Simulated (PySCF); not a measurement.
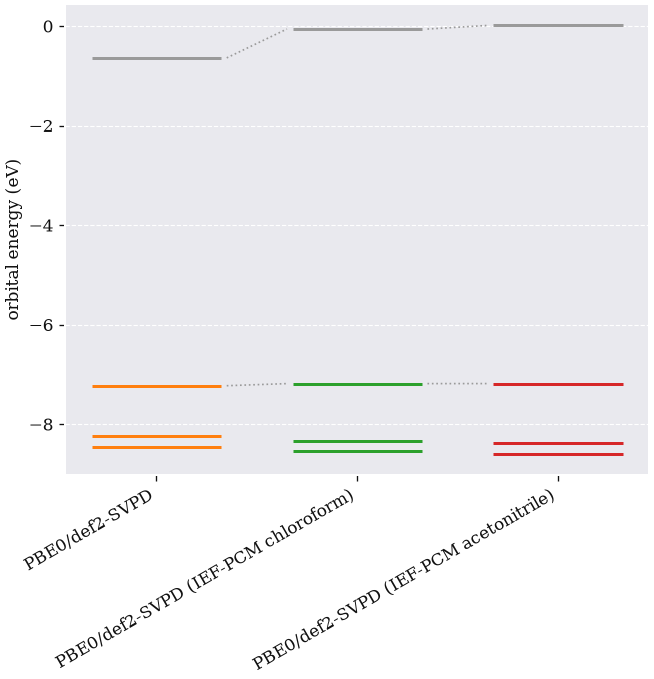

Frontier orbital energies of GaSi₂N₂H₁₀Cl, SMILES [NH3+][Ga@@H-]([Cl])[N]([SiH3])[SiH3], singlet at one geometry, PySCF, at a PBE0-D3(BJ)/def2-SVP geometry (no frequency check). Empty levels are grey, levels within 0.1 eV stand side by side; all columns show the same few orbitals around the gap. Dotted lines join the HOMOs and the LUMOs.

Compare the HOMO-LUMO separations.

The separation grows from 6.59 eV (PBE0/def2-SVPD) to 7.20 eV (PBE0/def2-SVPD (IEF-PCM acetonitrile)).

| level | HOMO (eV) | LUMO (eV) | separation (eV) |
| --- | --- | --- | --- |
| PBE0/def2-SVPD | −7.23 | −0.64 | 6.59 |
| PBE0/def2-SVPD (IEF-PCM chloroform) | −7.18 | −0.06 | 7.13 |
| PBE0/def2-SVPD (IEF-PCM acetonitrile) | −7.18 | 0.01 | 7.20 |

Limits of at least one run: empty levels above zero depend strongly on the basis; one conformer of a flexible molecule.
